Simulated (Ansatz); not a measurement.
# PH3S (SMILES [PH3]=S): levels of theory compared

We compute a comparison of 6 runs (BLYP/STO-3G, HSE06/STO-3G, PBE0/STO-3G, SVWN5/STO-3G, revPBE/STO-3G, RPA@PBE/STO-3G) of PH3S. 

Program for the calculation: Ansatz 0.2.0.

47 further runs of the same task are left out: 47 set aside as unsound or not needed.

**1. The molecule**

The species is PH3S (5 atoms), meant as a singlet with charge 0. As SMILES, `[PH3]=S`. The H3–P1 distance was set to 1.743 Å, away from the relaxed value.

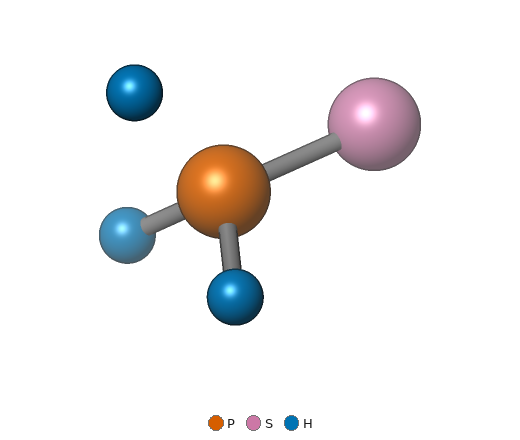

The structure, seen from a chosen angle (phosphorus orange, sulfur pink, hydrogen blue).

**2. A single-point energy at BLYP/STO-3G (run 1)**

in.yaml reads:

```yaml
basis:
  gaussian: {orbitals: STO-3G}
crystal:
  periodic: [false, false, false]
  atoms:
    - {symbol: P, position_ang: [0.301571, -0.123717, -0.139040]}
    - {symbol: S, position_ang: [1.555341, -1.058257, 0.964560]}
    - {symbol: H, position_ang: [-1.166840, 0.461930, 0.594540]}
    - {symbol: H, position_ang: [-0.238819, -0.793697, -1.235890]}
    - {symbol: H, position_ang: [0.723361, 1.045263, -0.770970]}
hamiltonian: {xc: {name: BLYP}}
accuracy: high
```

The run is started by

```bash
ansatz run in.yaml --threads 1 --pin off --max-ram 2610MiB --events-out events.jsonl --progress --plain --runs-dir runs
```

The program printed:

```text
Warning: RAYON_NUM_THREADS=1 ignored (pool sized by the plan → 1); use --threads N
Functional definition: BLYP
  name "BLYP"
  parameter beta = 0.0042
  parameter a = 0.04918
  parameter b = 0.132
  parameter c = 0.2533
  parameter d = 0.349
  exchange = b88_x(beta = beta)
  correlation = lyp_c(a = a, b = b, c = c, d = d)
365 factors; integrals over basis functions are off by at most 3.5e-8 eV
mean field evaluation 1: about -19938.1069 eV, gradient 3.2e1 eV
mean field evaluation 2: about -19894.2519 eV, gradient 1.1e2 eV
mean field evaluation 4: about -19941.8209 eV, gradient 1.0e1 eV
mean field evaluation 8: about -19942.3297 eV, gradient 1.0e-1 eV
mean field evaluation 16: about -19942.3298 eV, gradient 8.3e-7 eV
mean field -19942.32981062 eV, -732.8671031438 hartree, gradient 8.6e-8 eV, S^2 0.000000; 0 other end points of the search recorded, 0 dependent functions left out
reference -19942.32984609 eV, -732.8671044470 hartree; 17, 17 occupied and 4, 4 virtual orbitals, 365 factors
Total energy: -19942.32984609 eV, -732.8671044470 hartree
```

Run time: 0.56 s. Hardware: 1 thread of Intel Xeon 6975P-C (Granite Rapids), shared host.

**3. The energy at HSE06/STO-3G (run 2)**

in.yaml, as its differences from that of step 2:

```diff
@@ -1,3 +1 @@
-basis:
-  gaussian: {orbitals: STO-3G}
 crystal:
@@ -10,3 +8,5 @@
     - {symbol: H, position_ang: [0.723361, 1.045263, -0.770970]}
-hamiltonian: {xc: {name: BLYP}}
+basis:
+  gaussian: {orbitals: STO-3G}
 accuracy: high
+hamiltonian: {xc: {name: HSE06}}
```

The run is started by

```bash
ansatz run in.yaml --threads 1 --pin off --max-ram 2610MiB --events-out events.jsonl --progress --plain --runs-dir runs
```

The program printed:

```text
Warning: RAYON_NUM_THREADS=1 ignored (pool sized by the plan → 1); use --threads N
Functional definition: HSE06
  name "HSE06"
  parameter a = 0.25
  parameter omega = 0.11/bohr
  exchange = pbe_x - a*pbe_x_sr(omega) + a*exact_x_sr(omega)
  correlation = pbe_c
365 factors; integrals over basis functions are off by at most 3.5e-8 eV
57 factors; integrals over basis functions are off by at most 1.6e-9 eV
mean field evaluation 1: about -19933.6375 eV, gradient 2.9e1 eV
mean field evaluation 2: about -19914.3773 eV, gradient 7.9e1 eV
mean field evaluation 4: about -19937.0363 eV, gradient 4.2e0 eV
mean field evaluation 8: about -19937.1189 eV, gradient 2.3e-2 eV
mean field evaluation 16: about -19937.1189 eV, gradient 3.1e-7 eV
mean field -19937.11894146 eV, -732.6756072339 hartree, gradient 1.5e-8 eV, S^2 0.000000; 0 other end points of the search recorded, 0 dependent functions left out
reference -19937.11894317 eV, -732.6756072969 hartree; 17, 17 occupied and 4, 4 virtual orbitals, 365 factors
Total energy: -19937.11894317 eV, -732.6756072969 hartree
```

Wall time 0.68 s (1 thread of Intel Xeon 6975P-C (Granite Rapids), shared host); peak memory 0.12 GiB.

Runs 3 to 5 aren't shown in full; the table further down has their settings and results.

**4. A single-point energy at RPA@PBE/STO-3G (run 6)**

input.yaml reads:

```yaml
crystal:
  periodic: [false, false, false]
  atoms:
    - {symbol: P, position_ang: [0.301571, -0.123717, -0.139040]}
    - {symbol: S, position_ang: [1.555341, -1.058257, 0.964560]}
    - {symbol: H, position_ang: [-1.166840, 0.461930, 0.594540]}
    - {symbol: H, position_ang: [-0.238819, -0.793697, -1.235890]}
    - {symbol: H, position_ang: [0.723361, 1.045263, -0.770970]}
basis:
  gaussian: {orbitals: STO-3G}
correlation: {method: rpa, frozen_orbitals: {H: 0, P: 5, S: 5}}
hamiltonian: {xc: pbe}
accuracy: high
```

The run is started by

```bash
ansatz run input.yaml --threads 1 --pin off --max-ram 2610MiB --events-out events.jsonl --progress --plain --runs-dir runs
```

The program printed:

```text
Warning: RAYON_NUM_THREADS=1 ignored (pool sized by the plan → 1); use --threads N
Functional definition: PBE
  name "PBE"
  parameter kappa = 0.804
  parameter beta = 0.06672455060314922
  exchange = pbe_x(kappa = kappa, mu = beta*pi^2/3)
  correlation = pbe_c(beta = beta)
365 factors; integrals over basis functions are off by at most 3.5e-8 eV
mean field evaluation 1: about -19930.8484 eV, gradient 3.1e1 eV
mean field evaluation 2: about -19930.7977 eV, gradient 3.1e1 eV
mean field evaluation 4: about -19932.5120 eV, gradient 2.0e1 eV
mean field evaluation 8: about -19934.8413 eV, gradient 9.7e-2 eV
mean field evaluation 16: about -19934.8403 eV, gradient 6.0e-6 eV
mean field -19934.84027040 eV, -732.5918676173 hartree, gradient 3.2e-8 eV, S^2 0.000000; 0 other end points of the search recorded, 0 dependent functions left out
10 core orbitals not correlated: weight in the atoms' cores, before any rotation towards them, 0.999 or more for the frozen orbitals, at most 0.000 for the correlated occupied ones
reference -19909.44955394 eV, -731.6587759978 hartree; 7, 7 occupied and 4, 4 virtual orbitals, 365 factors
Total energy: -19914.38512598 eV, -731.8401549248 hartree
```

It took 0.78 s on 1 thread of Intel Xeon 6975P-C (Granite Rapids), shared host; peak memory 0.12 GiB.

**5. The series**

| run | level | frozen core orbitals | energy (Eh) | wall time |
| --- | --- | --- | --- | --- |
| 1 | BLYP/STO-3G | – | -732.867104 | 0.56 s |
| 2 | HSE06/STO-3G | – | -732.675607 | 0.68 s |
| 3 | PBE0/STO-3G | – | -732.689403 | 0.56 s |
| 4 | SVWN5/STO-3G | – | -730.226015 | 0.4 s |
| 5 | revPBE/STO-3G | – | -732.815596 | 0.54 s |
| 6 | RPA@PBE/STO-3G | 10 | -731.840155 | 0.78 s |

**6. Summary of results**

```
                               quantity          value
                    run 6: total energy  -731.84015 Eh
run 6: RPA correlation energy (valence)     -181.4 mEh
```

Totals of different functionals can't be ranked against each other. In runs 1, 2, 3, 4, 5, 6 the basis is minimal, so the values are rough. All runs together took 3.5 s, the longest 0.78 s.
